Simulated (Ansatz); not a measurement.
Input of the run:

```
crystal:
  lattice:
    - [5.4699229139, 0.0, 0.0]
    - [-2.7349614569, 4.7370922002, 0.0]
    - [0.0, 0.0, 26.3805484393]
  atoms:
    - { symbol: Os, position: [0.3333333333, 0.1666666667, 0.3032537408] }
    - { symbol: Os, position: [0.3333333333, 0.6666666667, 0.3032537408] }
    - { symbol: Os, position: [0.8333333333, 0.1666666667, 0.3032537408] }
    - { symbol: Os, position: [0.8333333333, 0.6666666667, 0.3032537408] }
    - { symbol: Os, position: [0.1666666667, 0.3333333333, 0.3852617458] }
    - { symbol: Os, position: [0.1666666667, 0.8333333333, 0.3852617458] }
    - { symbol: Os, position: [0.6666666667, 0.3333333333, 0.3852617458] }
    - { symbol: Os, position: [0.6666666667, 0.8333333333, 0.3852617458] }
    - { symbol: Os, position: [0.3333722406, 0.1668248946, 0.4678630808] }
    - { symbol: Os, position: [0.3333252408, 0.6664954378, 0.4678274695] }
    - { symbol: Os, position: [0.8333265423, 0.1666121417, 0.4676880319] }
    - { symbol: Os, position: [0.8330709522, 0.6664040601, 0.4677959294] }
    - { symbol: Os, position: [0.1668554023, 0.3338984269, 0.5474398837] }
    - { symbol: Os, position: [0.1672054477, 0.8333120867, 0.5475007182] }
    - { symbol: Os, position: [0.6664914962, 0.3325494436, 0.5474412506] }
    - { symbol: Os, position: [0.6658763616, 0.833128798, 0.5474010478] }
basis:
  ecutwfc: 420
kpoints:
  mp_grid: { grid: [4, 4, 1] }
hamiltonian:
  xc: pbe
  dispersion: d3bj
scf:
  occupations: { method: gaussian, width: 0.1 }
output:
  forces: true
  eigenvalues: true
  write_density: true
  volumetric_format: npy
efield:
  axis: 3
  dipole_correction: true
  ramp_width: 0.04
```

Command:
```bash
ansatz run input.yaml --threads 4 --pin off --max-ram 10240MiB --backend cpu --events-out ev --progress --plain --runs-dir out
```

What does the potential across the slab give for the work function?

The work function is 5.35 eV at the right face and 5.42 eV at the left. The vacuum levels differ by 0.07 eV, so the slab carries a dipole along its normal. The outermost atoms are 6.4 Å apart, which leaves 19.9 Å of vacuum in a cell 26.4 Å high.

The atoms aren't at rest in this cell (largest force 0.7 eV/Å), so the relaxed material can differ. Spin-orbit coupling is left out, which matters for Os.

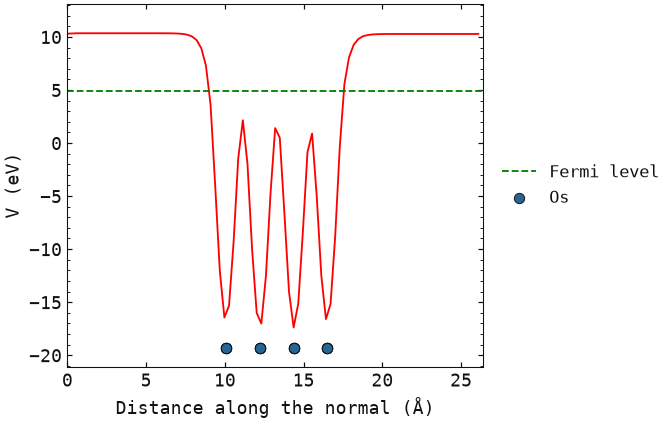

Plane-averaged electrostatic potential energy of an electron across the slab; circles at the bottom mark the heights of the atoms.
